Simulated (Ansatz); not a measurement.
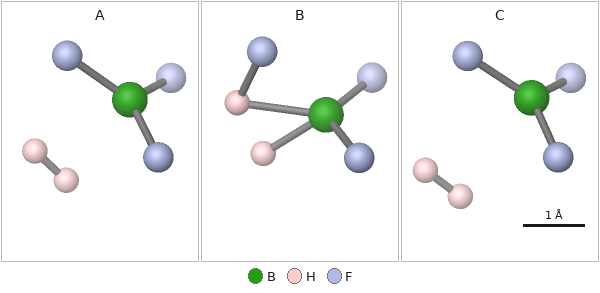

3 geometries from a converged minimum-energy path of BH₂F₃, made up at the start of BHF$_{2}$ and HF, shuffled. Style: ball-and-stick. Shown from a free direction.

Level of theory: RKS PBE0-D4/def2-SVP (Ansatz). Set-up: 5 movable images; climbing image; force threshold 0.05 eV/Å; iteration limit 60; starting path through a guess of the saddle point.

**Which of them lies highest in energy?**

B. In order along the path, whose images run from 0 to 6: B (image 2, +0.68 eV), A (image 4, −1.05 eV), C (image 5, −1.21 eV). Breaking: B–H (1.21 → 2.80 Å), F–H (0.92 → 2.75 Å). Forming: B–F (2.29 → 1.31 Å), H–H (2.58 → 0.76 Å).

Limits of the set-up: the start holds two separate molecules, 2.3 Å apart at their closest, whose relative position is a soft coordinate.
